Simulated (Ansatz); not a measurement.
# BF2H3Si (SMILES FB(F)[SiH3]): what the fields show

Input

```
basis:
  gaussian:
    orbitals: def2-TZVPD
crystal:
  periodic: [false, false, false]
  atoms:
    - {symbol: B, position_ang: [0.510376, -0.558509, -1.462388]}
    - {symbol: F, position_ang: [1.729790, -0.586019, -1.975116]}
    - {symbol: F, position_ang: [-0.488676, -0.731735, -2.314547]}
    - {symbol: Si, position_ang: [0.148987, -0.268135, 0.517536]}
    - {symbol: H, position_ang: [1.416080, -0.105719, 1.288692]}
    - {symbol: H, position_ang: [-0.695662, 0.953638, 0.691129]}
    - {symbol: H, position_ang: [-0.613178, -1.435790, 1.057633]}
hamiltonian:
  xc: pbe0
output: {forces: true, orbitals: {seedname: orbitals}}
```

Run with:

```sh
ansatz run input.yaml --threads 1 --pin off --max-ram 2610MiB --events-out events.jsonl --progress --plain --runs-dir runs
```

Geometry: r2SCAN-D4/def2-SVP.

Computed with Ansatz 0.2.0, isolated molecule in a Gaussian basis; Kohn-Sham density functional theory, functional PBE0.

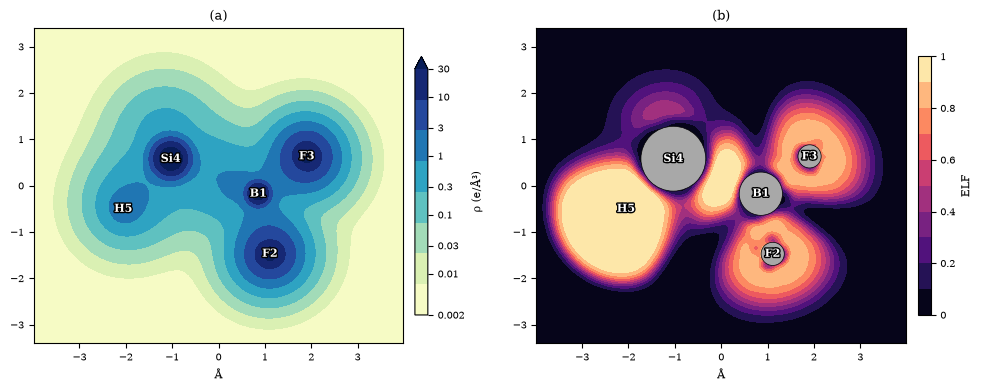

Figure 1. (a) total electron density; (b) ELF on the plane of atoms F2, B1 and F3. Grey discs cover the atomic cores in the ELF map.

Question: Read the bonding off the picture.

Answer:
- The plane passes through B, F, Si and H nuclei.
- B–F (1.32 Å): the density is about 2.2 e/Å³ at the midpoint; the ELF peaks at about 0.85 between the atoms (a shared but strongly polarised pair).
- Si–B (2.03 Å): the density is about 0.79 e/Å³ at the midpoint; the ELF peaks at about 1 between the atoms: a shared electron pair.
- Si–H (1.49 Å): the density is about 0.79 e/Å³ at the midpoint; the ELF climbs to about 1 towards the hydrogen, as it does in any bond to H.
- The ELF also peaks beside F2 and F3, away from the bonds: lone-pair regions.

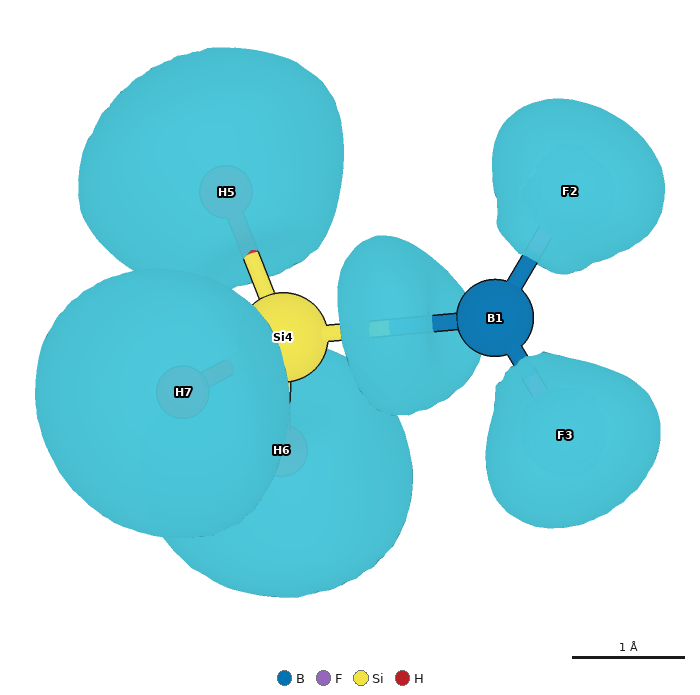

Figure 2. Isosurface of the ELF at 0.75 (cyan), seen at a tilt. Core shells and regions of very low density are left out.

Question: Identify the bonds, lone pairs and shells in this picture.

Answer: The ELF exceeds this value in one region between bonded B–Si atoms (shared pairs), three regions around hydrogen nuclei and two regions on F in which the atom's valence shell and bonds are merged.

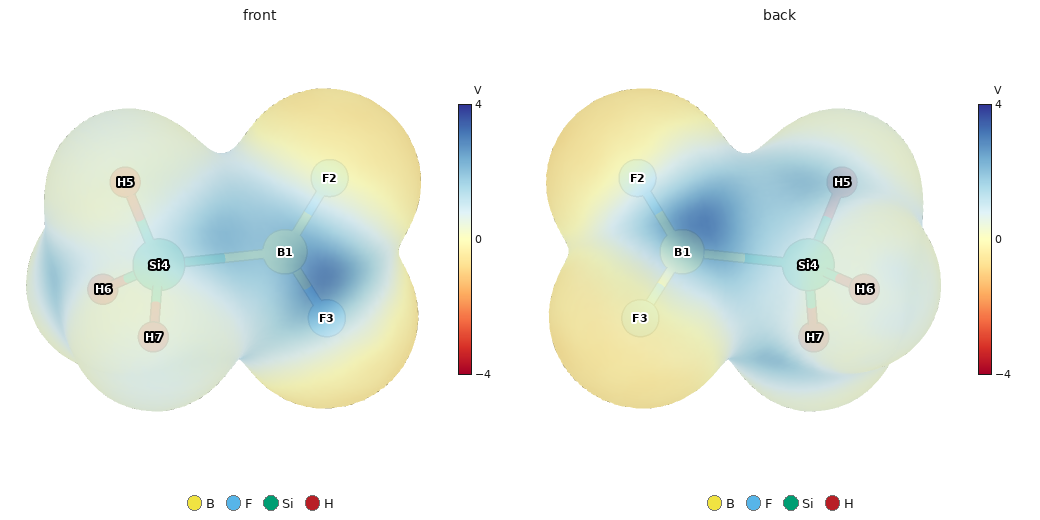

Figure 3. The molecular electrostatic potential painted on the density surface at 0.004 e/bohr³, seen from the front and from behind; the colour scale runs from red (negative) to blue (positive).

Question: Which sites attract a positive test charge, and which a negative one?

Answer: A positive charge is drawn to the negative regions and a negative charge to the positive ones. The most negative region (about −0.6 V) lies over F2 and F3, the most positive (about +3.0 V) over B1.
